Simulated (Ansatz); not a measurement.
The reference is Sc in the hcp (Mg type) structure (space group P6_3/mmc, No. 194; a = 3.319 Å, c = 5.166 Å).

Structures relaxed with PBE (Ansatz, an electronic-structure program), scalar-relativistic without spin-orbit coupling.

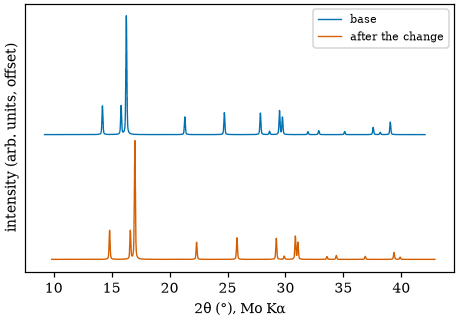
Simulated powder patterns before (top) and after one change

Task: What was done to the base?
A) pressure 9 GPa
B) pressure −2 GPa
C) pressure 22.5 GPa
D) pressure 15 GPa

Result: A, pressure 9 GPa. Its volume per atom is 21.57 Å³ against 24.65 Å³, and its space group is P6_3/mmc (No. 194).

Load acts through the strain it causes; cell and atoms are relaxed under it. Stability against distortions was not tested. Competing high-pressure phases were not computed. All final runs are without spin polarisation.
